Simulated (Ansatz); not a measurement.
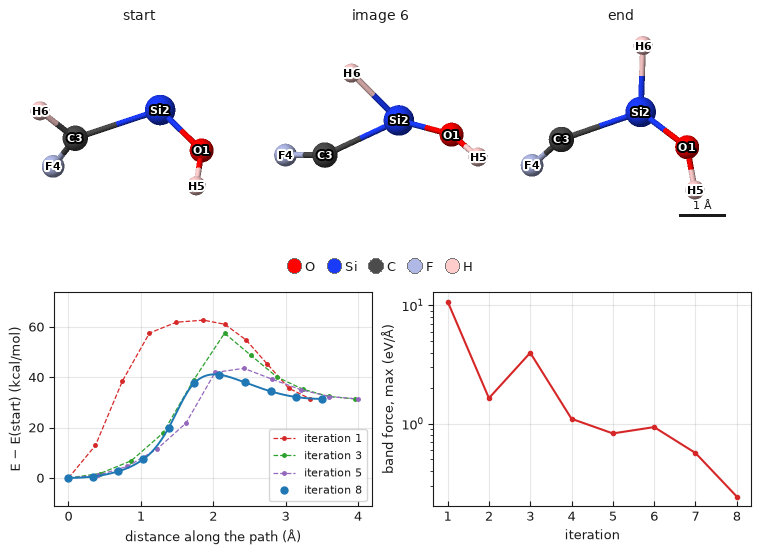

A search for the minimum-energy path of CH2FOSi (charge +1) by the nudged elastic band. Images are numbered from 0 (start) to 10 (end). The plot follows the band through its iterations. Style: ball-and-stick. Shown at a tilt.

The calculation used RKS PBE0/def2-SVP in Ansatz. Settings: 9 movable images; climbing image; force threshold 0.5 eV/Å; iteration limit 28; starting path through a guess of the saddle point.

Q: Judge this run.

A: The run is converged, with reservations. The band converged in 8 iterations. The largest component of the band force went from 11 to 0.24 eV/Å. The climbing image converged on the top of the path. Its curvatures weren't checked. The force threshold is loose. The first iteration put the highest image at 62.6 kcal/mol. Forward barrier 41.0 kcal/mol, backward barrier 9.6 kcal/mol, with image 6 at the top; the reaction energy is +31.4 kcal/mol.

The run took 3.3 min on 1 thread of Intel(R) Xeon(R) Platinum 8259CL CPU @ 2.50GHz (Skylake/Cascade Lake), on a shared host, peak memory 0.15 GiB.
